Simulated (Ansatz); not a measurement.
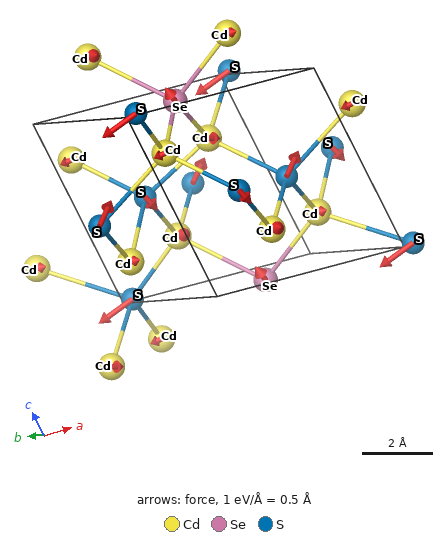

Starting geometry of a crystal of Cd₄SeS₃ (a generated structure, set up in P1) (coarse preliminary run) with the computed forces as red arrows. Style: ball-and-stick. Shown: the cell of the calculation, from a free direction.

Method: DFT PBE, scalar-relativistic, plane waves, PAW (Ansatz 0.2.0).

Input file:
```yaml
crystal:
  lattice:
    - [6.1224478575, -0.0449781687, 0.0305331426]
    - [-0.0449781687, 6.0350885575, 0.0020699385]
    - [-3.0082209844, -2.9929865631, 5.8664539574]
  atoms:
    - { symbol: Cd, position: [0.3724771575, 0.900943206, 0.269050523] }
    - { symbol: Cd, position: [0.8537850274, 0.3905050631, 0.2494564153] }
    - { symbol: Cd, position: [0.1471716032, 0.112796122, 0.7643667441] }
    - { symbol: Cd, position: [0.6257083464, 0.6344566923, 0.735708716] }
    - { symbol: Se, position: [0.4986701659, 0.503599747, -0.0264381482] }
    - { symbol: S, position: [0.2393512119, 0.7461127098, 0.5172589999] }
    - { symbol: S, position: [0.7187932153, 0.2292902441, 0.480685601] }
    - { symbol: S, position: [0.0440432724, -0.0177037844, 0.0099111489] }
basis:
  ecutwfc: 420
kpoints:
  mp_grid: { grid: [4, 4, 4] }
hamiltonian:
  xc: pbe
scf:
  occupations: { method: gaussian, width: 0.1 }
  lower_state_search: "off"
output:
  forces: true
  stress: true
  eigenvalues: true
relax:
  adjacent_minimum: "off"
  f_tol: 0.025
  max_steps: 60
  cell: { stress_tol: 0.25 }
```

Launched with:
```bash
ansatz run input.yaml --threads 1 --pin off --max-ram 2560MiB --backend cpu --events-out ev --progress --plain --runs-dir out
```

> What follows when this structure is relaxed?

It isn't relaxed: the largest force vector, on S8, is 2.40 eV/Å. The final displacements follow the starting forces only in part (cosine between the two patterns 0.79). The atom that moves furthest relative to the cell is S8 (0.28 Å roughly along [−3 1 −1]). Largest moves by element: S 0.28 Å, Cd 0.22 Å, Se 0.20 Å. The volume changes by −1.0 %, with a 6.123 → 5.995 Å (−2.1 %), b 6.035 → 5.996 Å (−0.6 %), c 7.240 → 7.337 Å (+1.3 %), γ 90.8° → 90.0°. Some distances before and after: Cd2–S8 2.944 → 2.566 Å, Cd3–S7 2.904 → 2.575 Å, Cd1–S7 2.346 → 2.575 Å, Cd1–S8 2.347 → 2.566 Å. Among the angles between lasting bonds that change: Cd2–S8–Cd4 98.8° → 110.9°, S6–Cd2–S8 102.3° → 110.9°, S6–Cd4–S8 119.6° → 111.0°. The space group (tolerance 0.01 Å) goes from P1 (No. 1) to I-42m (No. 121). After 3 accepted moves (4 points after the start) the energy has fallen by 113 meV per atom. Largest force component: 2 eV/Å at the start, 0.0028 eV/Å at the end. Pressure: 1.34 GPa at the start and −0.01 GPa at the end. At 1 point the geometry stayed and the basis and grid were re-selected for the new cell (energy shift of 0.1 meV per atom at most each time). Cost: 3.1 min on 1 thread of Intel(R) Xeon(R) Platinum 8488C (Sapphire Rapids) (shared host), peak memory 0.77 GiB.
